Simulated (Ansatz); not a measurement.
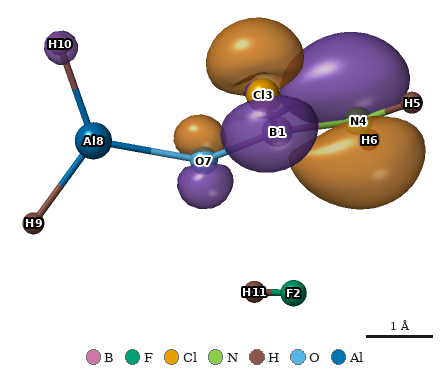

AlBClH4NO···HF. The HOMO at ±0.15 Å⁻³ᐟ² (orange and purple are the two phases), seen across its widest extent.

Not at a stationary point (largest force 1.0 eV/Å).

The calculation used Ansatz 0.2.0, RKS BHLYP/def2-SVP.

```xyz
11

B    -0.0956    0.6534   -0.0338
F    -0.2431   -1.3048    1.5637
Cl    1.5262    0.2558   -0.7042
N    -1.2282    0.3405   -0.7725
H    -1.1932   -0.2232   -1.6013
H    -2.1526    0.5535   -0.4440
O    -0.1422    1.3786    1.1368
Al    0.9077    2.4934    1.9104
H     1.0094    2.3394    3.4675
H     1.5875    3.6297    1.0744
H    -0.5008   -0.5842    2.0708
```

Q: What is the character of this orbital?

A: Its weight (Hirshfeld) is mainly on N4 (about 50 %), Cl3 (about 20 %) and B1 (about 10 %); largely a combination of lone pairs on N4 and Cl3. Its energy is −9.14 eV.
